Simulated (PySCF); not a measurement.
# C₄H₇NSi: NMR shifts at several levels of theory, part 2 of 2

PySCF 2.14.0. Atoms count from 0. The steps go on from the part before.

## 8. Shielding tensors: PBE0/cc-pVTZ

What the job is given:

```
{"job": {"kind": "nmr", "xc": "PBE0", "basis": "cc-pVTZ", "pop": true}, "charge": 0, "multiplicity": 1}
N     -2.866804    -0.293575     1.389837
C     -1.970381    -0.169329     0.666918
C     -0.811841    -0.011266    -0.204653
C     -0.032756     1.330606    -0.053108
Si     1.533682     0.349586    -0.495206
C      0.340583    -1.036330     0.018390
H     -1.171090    -0.098111    -1.243784
H     -0.402198     2.164918    -0.663641
H     -0.010406     1.645871     1.001982
H      1.853846     0.361441    -1.954237
H      2.784115     0.566699     0.290274
H      0.248909    -1.985571    -0.525610
H      0.451889    -1.256279     1.092153
```

With the program's defaults for keys left out, this is: GIAO PBE0/cc-pVTZ NMR shielding, non-relativistic, gas phase.

Log:

```text
coarse grid: 11376 points
cycle   1  E = -500.4899198976  dE =  6.020e-01  |g| = 4.971e-01  |ddm| = 7.046e+00
cycle   2  E = -500.3588885624  dE =  1.310e-01  |g| = 9.290e-01  |ddm| = 2.149e+00
cycle   3  E = -500.5439945631  dE = -1.851e-01  |g| = 1.718e-01  |ddm| = 1.378e+00
cycle   4  E = -500.5501563158  dE = -6.162e-03  |g| = 5.475e-02  |ddm| = 2.908e-01
cycle   5  E = -500.5508626372  dE = -7.063e-04  |g| = 1.120e-02  |ddm| = 9.069e-02
cycle   6  E = -500.5508924861  dE = -2.985e-05  |g| = 1.671e-03  |ddm| = 2.037e-02
cycle   7  E = -500.5508932098  dE = -7.237e-07  |g| = 4.764e-04  |ddm| = 3.930e-03
final grid: 105360 points
cycle   8  E = -500.5506716817  dE = -5.480e-05  |g| = 6.550e-03  |ddm| = 1.119e-01
cycle   9  E = -500.5506657628  dE =  5.919e-06  |g| = 7.986e-03  |ddm| = 2.507e-02
cycle  10  E = -500.5506820032  dE = -1.624e-05  |g| = 1.071e-03  |ddm| = 1.345e-02
cycle  11  E = -500.5506821862  dE = -1.829e-07  |g| = 6.369e-04  |ddm| = 2.194e-03
cycle  12  E = -500.5506822665  dE = -8.033e-08  |g| = 1.453e-04  |ddm| = 8.465e-04
cycle  13  E = -500.5506822712  dE = -4.759e-09  |g| = 2.500e-05  |ddm| = 2.196e-04
cycle  14  E = -500.5506822714  dE = -1.778e-10  |g| = 3.429e-06  |ddm| = 5.079e-05
converged SCF energy = -500.5506822714

GIAO shielding tensors (ppm)
atom      isotropic    diamagn.    paramagn.     s11        s22        s33       span
  0 N      -24.393     337.864    -362.257   -177.828   -170.929    275.579    453.407
  1 C       61.743     261.849    -200.106    -55.785    -54.726    295.739    351.524
  2 C      162.440     241.578     -79.139    144.337    169.499    173.483     29.146
  3 C      169.892     242.995     -73.103    147.895    165.887    195.895     48.000
  4 Si     391.200     887.191    -495.990    362.486    388.005    423.110     60.624
  5 C      169.715     243.093     -73.377    147.650    165.892    195.605     47.955
  6 H       28.235      29.665      -1.430     25.106     27.486     32.113      7.007
  7 H       29.792      29.102       0.690     26.146     26.625     36.606     10.460
  8 H       29.575      29.870      -0.295     27.050     27.935     33.741      6.691
  9 H       26.548      28.994      -2.446     24.137     24.599     30.908      6.771
 10 H       26.452      28.686      -2.234     23.548     23.833     31.976      8.428
 11 H       29.795      29.374       0.421     26.138     26.623     36.624     10.486
 12 H       29.575      30.148      -0.574     27.080     27.949     33.695      6.616
```

Wall time 73 s (1 thread of Arm Neoverse N1, shared host); peak memory 0.97 GiB.

This run: δ C1 125.5, C2 24.9, C3 17.5, N0 291.2, H10 4.84, H9 4.74 ppm (means over like atoms).

## 9. NMR shieldings: PBE0/aug-cc-pVDZ

Settings changed since step 8:

```diff
@@ -1,2 +1,2 @@
-{"job": {"kind": "nmr", "xc": "PBE0", "basis": "cc-pVTZ", "pop": true}, "charge": 0, "multiplicity": 1}
+{"job": {"kind": "nmr", "xc": "PBE0", "basis": "aug-cc-pVDZ", "pop": true}, "charge": 0, "multiplicity": 1}
 N     -2.866804    -0.293575     1.389837
```

Method: GIAO PBE0/aug-cc-pVDZ NMR shielding, non-relativistic, gas phase.

Log:

```text
coarse grid: 11376 points
cycle   1  E = -500.4174617002  dE =  6.410e-01  |g| = 4.702e-01  |ddm| = 1.084e+01
cycle   2  E = -500.2876077037  dE =  1.299e-01  |g| = 9.012e-01  |ddm| = 3.244e+00
cycle   3  E = -500.4689977393  dE = -1.814e-01  |g| = 1.559e-01  |ddm| = 2.086e+00
cycle   4  E = -500.4745567869  dE = -5.559e-03  |g| = 4.425e-02  |ddm| = 3.995e-01
cycle   5  E = -500.4750383535  dE = -4.816e-04  |g| = 9.438e-03  |ddm| = 1.213e-01
cycle   6  E = -500.4750623167  dE = -2.396e-05  |g| = 1.373e-03  |ddm| = 3.638e-02
cycle   7  E = -500.4750628708  dE = -5.540e-07  |g| = 3.464e-04  |ddm| = 5.766e-03
final grid: 105360 points
cycle   8  E = -500.4906311956  dE = -2.233e-05  |g| = 6.437e-03  |ddm| = 2.373e-01
cycle   9  E = -500.4906242037  dE =  6.992e-06  |g| = 8.190e-03  |ddm| = 3.843e-02
cycle  10  E = -500.4906423741  dE = -1.817e-05  |g| = 1.154e-03  |ddm| = 2.048e-02
cycle  11  E = -500.4906426349  dE = -2.608e-07  |g| = 5.025e-04  |ddm| = 2.635e-03
cycle  12  E = -500.4906426888  dE = -5.388e-08  |g| = 7.885e-05  |ddm| = 1.306e-03
cycle  13  E = -500.4906426904  dE = -1.555e-09  |g| = 1.965e-05  |ddm| = 2.551e-04
cycle  14  E = -500.4906426905  dE = -1.208e-10  |g| = 3.622e-06  |ddm| = 7.992e-05
converged SCF energy = -500.4906426905

GIAO shielding tensors (ppm)
atom      isotropic    diamagn.    paramagn.     s11        s22        s33       span
  0 N        0.693     320.267    -319.573   -141.735   -135.443    279.258    420.993
  1 C       74.636     256.127    -181.491    -36.270    -35.037    295.217    331.487
  2 C      169.921     222.799     -52.877    152.801    176.273    180.691     27.890
  3 C      178.285     206.194     -27.909    156.634    174.123    204.100     47.466
  4 Si     448.275     888.353    -440.077    420.021    440.296    484.508     64.487
  5 C      178.116     205.824     -27.708    156.420    174.096    203.832     47.412
  6 H       28.288      29.883      -1.595     25.200     27.573     32.092      6.893
  7 H       29.820      29.385       0.435     26.154     26.753     36.551     10.397
  8 H       29.597      28.015       1.581     27.067     28.014     33.709      6.642
  9 H       26.567      26.915      -0.348     24.069     24.633     30.998      6.929
 10 H       26.476      26.114       0.362     23.487     23.831     32.110      8.623
 11 H       29.822      29.334       0.488     26.144     26.755     36.567     10.423
 12 H       29.594      27.913       1.681     27.094     28.024     33.664      6.570
```

Run time: 46 s. Hardware: 1 thread of Arm Neoverse N1, shared host; peak memory 0.92 GiB.

Key values: δ C1 120.5, C2 25.2, C3 16.9, N0 269.1, H10 4.92, H9 4.83 ppm (means over like atoms).

## 10. Nuclear shieldings: PBE0/IGLO-III

Settings changed since step 9:

```diff
@@ -1,2 +1,2 @@
-{"job": {"kind": "nmr", "xc": "PBE0", "basis": "aug-cc-pVDZ", "pop": true}, "charge": 0, "multiplicity": 1}
+{"job": {"kind": "nmr", "xc": "PBE0", "basis": "IGLO-III", "pop": true}, "charge": 0, "multiplicity": 1}
 N     -2.866804    -0.293575     1.389837
```

With the program's defaults for keys left out, this is: GIAO PBE0/IGLO-III NMR shielding, non-relativistic, gas phase.

Log:

```text
coarse grid: 11376 points
cycle   1  E = -500.4952772995  dE =  5.850e-01  |g| = 5.125e-01  |ddm| = 2.573e+00
cycle   2  E = -500.3594221990  dE =  1.359e-01  |g| = 9.453e-01  |ddm| = 7.625e-01
cycle   3  E = -500.5490923267  dE = -1.897e-01  |g| = 1.823e-01  |ddm| = 4.720e-01
cycle   4  E = -500.5557310787  dE = -6.639e-03  |g| = 6.035e-02  |ddm| = 1.175e-01
cycle   5  E = -500.5565858179  dE = -8.547e-04  |g| = 1.139e-02  |ddm| = 4.070e-02
cycle   6  E = -500.5566145848  dE = -2.877e-05  |g| = 2.046e-03  |ddm| = 8.952e-03
cycle   7  E = -500.5566156271  dE = -1.042e-06  |g| = 5.058e-04  |ddm| = 2.008e-03
final grid: 105360 points
cycle   8  E = -500.5596416303  dE = -7.793e-05  |g| = 6.589e-03  |ddm| = 7.518e-02
cycle   9  E = -500.5596362378  dE =  5.392e-06  |g| = 7.801e-03  |ddm| = 9.834e-03
cycle  10  E = -500.5596514694  dE = -1.523e-05  |g| = 1.057e-03  |ddm| = 5.422e-03
cycle  11  E = -500.5596516135  dE = -1.440e-07  |g| = 7.370e-04  |ddm| = 8.448e-04
cycle  12  E = -500.5596517190  dE = -1.055e-07  |g| = 1.993e-04  |ddm| = 3.422e-04
cycle  13  E = -500.5596517275  dE = -8.584e-09  |g| = 2.836e-05  |ddm| = 1.146e-04
cycle  14  E = -500.5596517278  dE = -2.249e-10  |g| = 3.722e-06  |ddm| = 2.921e-05
converged SCF energy = -500.5596517278

GIAO shielding tensors (ppm)
atom      isotropic    diamagn.    paramagn.     s11        s22        s33       span
  0 N      -32.290     341.754    -374.044   -188.643   -181.776    273.551    462.194
  1 C       54.340     253.248    -198.907    -67.247    -65.899    296.166    363.413
  2 C      158.314     242.867     -84.553    139.948    165.660    169.335     29.388
  3 C      165.593     251.779     -86.187    142.911    161.578    192.289     49.377
  4 Si     377.856     890.136    -512.279    349.098    372.711    411.760     62.662
  5 C      165.403     251.895     -86.492    142.653    161.584    191.973     49.319
  6 H       28.251      28.634      -0.382     25.076     27.500     32.178      7.101
  7 H       29.845      28.816       1.029     26.236     26.726     36.574     10.338
  8 H       29.628      30.254      -0.626     27.114     28.026     33.743      6.630
  9 H       26.510      29.479      -2.969     24.162     24.607     30.762      6.600
 10 H       26.451      29.332      -2.881     23.667     23.827     31.861      8.194
 11 H       29.849      29.280       0.569     26.227     26.729     36.591     10.363
 12 H       29.627      30.654      -1.027     27.142     28.038     33.700      6.557
```

Wall time 72 s (1 thread of Arm Neoverse N1, shared host); peak memory 1 GiB.

In short: δ C1 129.4, C2 25.5, C3 18.3, N0 292.8, H10 4.92, H9 4.86 ppm (means over like atoms).

## 11. Nuclear shieldings: PBE0/pcSseg-0

Settings changed since step 10:

```diff
@@ -1,2 +1,2 @@
-{"job": {"kind": "nmr", "xc": "PBE0", "basis": "IGLO-III", "pop": true}, "charge": 0, "multiplicity": 1}
+{"job": {"kind": "nmr", "xc": "PBE0", "basis": "pcSseg-0", "pop": true}, "charge": 0, "multiplicity": 1}
 N     -2.866804    -0.293575     1.389837
```

Method: GIAO PBE0/pcSseg-0 NMR shielding, non-relativistic, gas phase.

Log:

```text
coarse grid: 11376 points
cycle   1  E = -499.5826237424  dE =  5.749e-01  |g| = 4.287e-01  |ddm| = 4.267e+00
cycle   2  E = -499.4532962037  dE =  1.293e-01  |g| = 8.926e-01  |ddm| = 1.807e+00
cycle   3  E = -499.6278935020  dE = -1.746e-01  |g| = 1.217e-01  |ddm| = 1.079e+00
cycle   4  E = -499.6312793146  dE = -3.386e-03  |g| = 3.791e-02  |ddm| = 2.146e-01
cycle   5  E = -499.6316198554  dE = -3.405e-04  |g| = 6.274e-03  |ddm| = 6.355e-02
cycle   6  E = -499.6316315068  dE = -1.165e-05  |g| = 5.332e-04  |ddm| = 1.333e-02
cycle   7  E = -499.6316315944  dE = -8.759e-08  |g| = 1.662e-04  |ddm| = 1.531e-03
final grid: 105360 points
cycle   8  E = -499.6472810249  dE = -1.449e-05  |g| = 4.022e-03  |ddm| = 2.698e-02
cycle   9  E = -499.6472783937  dE =  2.631e-06  |g| = 5.138e-03  |ddm| = 1.392e-02
cycle  10  E = -499.6472848740  dE = -6.480e-06  |g| = 1.396e-03  |ddm| = 9.851e-03
cycle  11  E = -499.6472852746  dE = -4.006e-07  |g| = 2.623e-04  |ddm| = 1.611e-03
cycle  12  E = -499.6472852902  dE = -1.564e-08  |g| = 3.934e-05  |ddm| = 3.874e-04
cycle  13  E = -499.6472852906  dE = -3.922e-10  |g| = 1.240e-05  |ddm| = 1.053e-04
converged SCF energy = -499.6472852906

GIAO shielding tensors (ppm)
atom      isotropic    diamagn.    paramagn.     s11        s22        s33       span
  0 N      -43.273     319.979    -363.253   -205.818   -202.234    278.232    484.050
  1 C       55.616     278.346    -222.730    -66.567    -65.626    299.040    365.607
  2 C      169.014     244.589     -75.575    147.022    174.700    185.321     38.300
  3 C      176.941     251.641     -74.701    152.021    171.952    206.849     54.827
  4 Si     402.697     876.771    -474.075    371.028    385.176    451.885     80.856
  5 C      176.809     250.438     -73.629    151.866    171.972    206.589     54.723
  6 H       29.789      29.284       0.505     25.469     29.278     34.621      9.152
  7 H       31.185      30.415       0.769     26.926     27.812     38.817     11.891
  8 H       30.928      30.350       0.578     27.543     29.339     35.902      8.359
  9 H       27.950      27.676       0.274     25.200     25.646     33.004      7.804
 10 H       28.008      27.425       0.583     24.648     25.176     34.201      9.553
 11 H       31.192      30.122       1.069     26.923     27.817     38.836     11.913
 12 H       30.926      30.173       0.754     27.564     29.354     35.860      8.296
```

It took 11 s on 1 thread of Arm Neoverse N1, shared host; peak memory 0.47 GiB.

This run: δ C1 137.9, C2 24.5, C3 16.6, N0 309.3, H9 4.88, H10 4.82 ppm (means over like atoms).

## 12. Shielding tensors: PBE0/pcSseg-2

Settings changed since step 11:

```diff
@@ -1,2 +1,2 @@
-{"job": {"kind": "nmr", "xc": "PBE0", "basis": "pcSseg-0", "pop": true}, "charge": 0, "multiplicity": 1}
+{"job": {"kind": "nmr", "xc": "PBE0", "basis": "pcSseg-2", "pop": true}, "charge": 0, "multiplicity": 1}
 N     -2.866804    -0.293575     1.389837
```

Level: GIAO PBE0/pcSseg-2 NMR shielding, non-relativistic, gas phase.

Log:

```text
coarse grid: 11376 points
cycle   1  E = -500.4898424155  dE =  5.907e-01  |g| = 5.038e-01  |ddm| = 2.594e+00
cycle   2  E = -500.3566719032  dE =  1.332e-01  |g| = 9.327e-01  |ddm| = 1.232e+00
cycle   3  E = -500.5440837454  dE = -1.874e-01  |g| = 1.773e-01  |ddm| = 8.111e-01
cycle   4  E = -500.5507230926  dE = -6.639e-03  |g| = 5.270e-02  |ddm| = 1.428e-01
cycle   5  E = -500.5513772794  dE = -6.542e-04  |g| = 1.118e-02  |ddm| = 5.194e-02
cycle   6  E = -500.5514061161  dE = -2.884e-05  |g| = 1.840e-03  |ddm| = 1.266e-02
cycle   7  E = -500.5514069882  dE = -8.721e-07  |g| = 4.417e-04  |ddm| = 2.575e-03
final grid: 105360 points
cycle   8  E = -500.5608484471  dE = -7.446e-05  |g| = 6.221e-03  |ddm| = 5.000e-02
cycle   9  E = -500.5608428426  dE =  5.604e-06  |g| = 7.710e-03  |ddm| = 1.272e-02
cycle  10  E = -500.5608582001  dE = -1.536e-05  |g| = 1.080e-03  |ddm| = 6.741e-03
cycle  11  E = -500.5608583527  dE = -1.526e-07  |g| = 7.162e-04  |ddm| = 1.357e-03
cycle  12  E = -500.5608584555  dE = -1.028e-07  |g| = 1.549e-04  |ddm| = 4.628e-04
cycle  13  E = -500.5608584608  dE = -5.296e-09  |g| = 3.010e-05  |ddm| = 1.390e-04
cycle  14  E = -500.5608584610  dE = -2.126e-10  |g| = 3.627e-06  |ddm| = 3.593e-05
converged SCF energy = -500.5608584610

GIAO shielding tensors (ppm)
atom      isotropic    diamagn.    paramagn.     s11        s22        s33       span
  0 N      -34.978     335.897    -370.875   -192.304   -185.692    273.063    465.367
  1 C       53.369     261.686    -208.316    -68.814    -67.298    296.220    365.034
  2 C      158.530     246.958     -88.429    140.245    165.842    169.502     29.257
  3 C      165.959     249.784     -83.825    143.351    161.820    192.706     49.355
  4 Si     374.146     877.698    -503.552    343.306    370.189    408.942     65.636
  5 C      165.771     249.647     -83.875    143.093    161.825    192.396     49.302
  6 H       28.200      29.821      -1.621     25.017     27.407     32.177      7.161
  7 H       29.732      29.402       0.331     26.041     26.566     36.591     10.550
  8 H       29.513      31.093      -1.580     26.975     27.816     33.749      6.773
  9 H       26.490      28.949      -2.459     24.130     24.546     30.794      6.665
 10 H       26.433      28.790      -2.357     23.626     23.784     31.889      8.264
 11 H       29.736      29.805      -0.069     26.034     26.565     36.609     10.576
 12 H       29.513      31.450      -1.936     27.005     27.831     33.704      6.699
```

Run time: 99 s. Hardware: 1 thread of Arm Neoverse N1, shared host; peak memory 1.3 GiB.

In short: δ C1 130.8, C2 25.6, C3 18.3, N0 296.7, H10 4.81, H9 4.76 ppm (means over like atoms).

## 13. Side by side: NMR shifts

Shifts (ppm) of some atoms, chosen among heavy atoms and hydrogens apart, means over like atoms, with basis size and wall time:

| run | C1 | C2 | C3 | H6 | H8 | N0 | Si4 | functions | time |
| --- | --- | --- | --- | --- | --- | --- | --- | --- | --- |
| PBE0/6-31G* | 112.0 | 23.4 | 15.9 | 2.90 | 1.72 | 256.2 | -6.7 | 102 | 17 s |
| PBE0/6-311+G(2d,p) | 126.6 | 24.5 | 17.7 | 3.05 | 1.72 | 285.1 | -31.9 | 212 | 45 s |
| PBE0/def2-SVP | 116.5 | 21.6 | 14.9 | 2.54 | 1.49 | 276.8 | -32.8 | 123 | 20 s |
| PBE0/def2-TZVP | 127.1 | 25.2 | 17.9 | 3.01 | 1.70 | 291.8 | -33.0 | 234 | 55 s |
| PBE0/cc-pVDZ | 117.1 | 26.6 | 17.3 | 2.75 | 1.68 | 275.1 | -25.5 | 123 | 20 s |
| PBE0/cc-pVTZ | 125.5 | 24.9 | 17.5 | 3.06 | 1.72 | 291.2 | -31.2 | 282 | 73 s |
| PBE0/aug-cc-pVDZ | 120.5 | 25.2 | 16.9 | 3.11 | 1.80 | 269.1 | -31.6 | 205 | 46 s |
| PBE0/IGLO-III | 129.4 | 25.5 | 18.3 | 3.12 | 1.75 | 292.8 | -32.5 | 289 | 72 s |
| PBE0/pcSseg-0 | 137.9 | 24.5 | 16.6 | 3.04 | 1.90 | 309.3 | -54.2 | 72 | 11 s |
| PBE0/pcSseg-2 | 130.8 | 25.6 | 18.3 | 3.04 | 1.73 | 296.7 | -32.9 | 321 | 99 s |

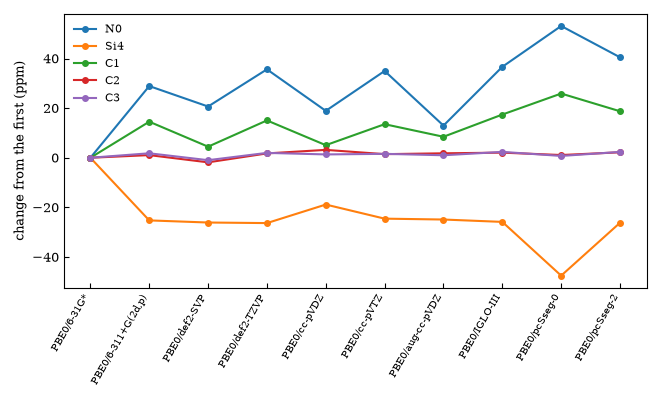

How five of the tabulated atoms move from run to run.

## 14. Outcome

What follows sums up all 2 parts.

```
                                                             quantity                             value
                                                          point group                                Cs
                                 rotational constants (main isotopes)              8.37, 1.71, 1.53 GHz
¹³C shifts against TMS (PBE0/6-31G*, means over atoms taken as alike)             112.0, 23.4, 15.9 ppm
 ¹H shifts against TMS (PBE0/6-31G*, means over atoms taken as alike)  4.94, 4.94, 2.90, 1.72, 1.46 ppm
                                 ¹⁵N shifts against NH3 (PBE0/6-31G*)                         256.2 ppm
                                ²⁹Si shifts against TMS (PBE0/6-31G*)                          -6.7 ppm
                                             range of the shift of N0                256.2 to 309.3 ppm
```

In words: Single values in the summary come from the first run of each kind that ended normally (PBE0/6-31G*), which need not be the best level. Relaxing lowered the energy by 0.235 eV in 10 steps; the close pair that moved most is Si4–H9, from 1.444 to 1.494 Å. No frequency check was run at this level, so the end point may be a saddle. At PBE0/6-31G*: The largest span, 420 ppm, is at N0, where the paramagnetic term is -339 ppm. In ppm, N0 moves most: its shift spreads over 53.1 ppm, from 256.2 (PBE0/6-31G*) to 309.3 (PBE0/pcSseg-0).
